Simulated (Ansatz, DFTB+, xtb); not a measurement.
# A ladder of methods for C4H10S2 (1,4-butanedithiol)

The species is C4H10S2 (16 atoms), meant as a singlet with charge 0. As SMILES, `SCCCCS`. The coordinates come from a PBE0-D4/def2-TZVP relaxation. This is one conformer, not always the lowest.

| atom | x (Å) | y (Å) | z (Å) |
| --- | --- | --- | --- |
| S | -1.3006 | -2.9123 | 0.4337 |
| C | -0.4401 | -1.3479 | 0.7377 |
| C | 0.2363 | -0.7713 | -0.4912 |
| C | 1.0739 | 0.4666 | -0.1993 |
| C | 0.3216 | 1.6476 | 0.3950 |
| S | -1.1024 | 2.2205 | -0.5704 |
| H | -2.2037 | -2.4253 | -0.4325 |
| H | -1.1470 | -0.6425 | 1.1776 |
| H | 0.2976 | -1.5885 | 1.5093 |
| H | -0.5272 | -0.5249 | -1.2349 |
| H | 0.8740 | -1.5390 | -0.9374 |
| H | 1.8837 | 0.2062 | 0.4941 |
| H | 1.5603 | 0.7886 | -1.1263 |
| H | 0.9990 | 2.4872 | 0.5586 |
| H | -0.1036 | 1.3955 | 1.3694 |
| H | -0.4218 | 2.5396 | -1.6835 |

Each level gives the atomisation enthalpy at 298 K (kJ/mol). The values are calculated. The thermal term (zero-point and 298 K enthalpy, harmonic and unscaled) is that of HF/3-21G; the spin-orbit lowering of the free atoms at 298 K, 3.8 kJ/mol by their spectra, is taken off.

**The experiment to reproduce.** CRC Handbook of Chemistry and Physics gives the atomisation enthalpy at 298 K of the gas as 5652 kJ/mol.

| level | kind | program | value (kJ/mol) | computed − measured |
| --- | --- | --- | --- | --- |
| DFTB2 | semi-empirical | DFTB+ | 5722 | +70 |
| GFN0-xTB | semi-empirical | xtb | 5937 | +285 |
| HF/6-31G* (spherical functions) | Hartree–Fock | Ansatz | 4038 | -1614 |
| SVWN5/6-31G* (spherical functions) | LDA | Ansatz | 6472 | +820 |
| revPBE/6-31G* (spherical functions) | GGA | Ansatz | 5501 | -151 |
| r2SCAN/6-31G* (spherical functions) | meta-GGA | Ansatz | 5606 | -46 |
| PBE0/6-31G* (spherical functions) | global hybrid | Ansatz | 5626 | -26 |
| MP2/6-31G* (spherical functions) | perturbation theory | Ansatz | 5101 | -551 |
| CCSD/6-31G* (spherical functions) | coupled cluster or CI | Ansatz | 5018 | -634 |

Nearest: PBE0/6-31G* (spherical functions) (-26 kJ/mol); farthest: HF/6-31G* (spherical functions) (-1614 kJ/mol). Computed less measured by kind, in kJ/mol (6-31G* rows): semi-empirical +70 to +285; Hartree–Fock -1614; LDA +820; GGA -151; meta-GGA -46; global hybrid -26; perturbation theory -551; coupled cluster or CI -634. Wave-function methods converge slowly with the basis and bind too weakly in sets of this size; that is part of their error here. The xTB rows lack spin polarisation, so open shells miss the exchange term that lowers them.

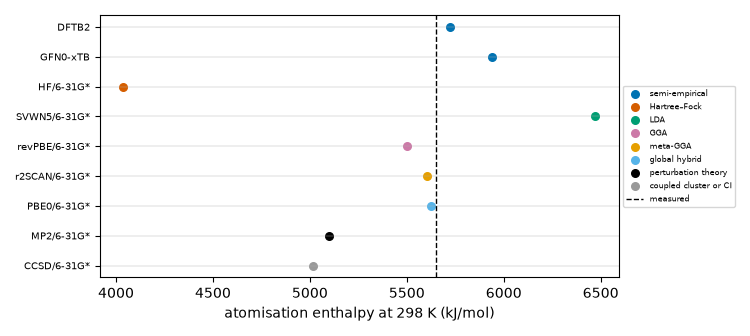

The values of the table, level by level.
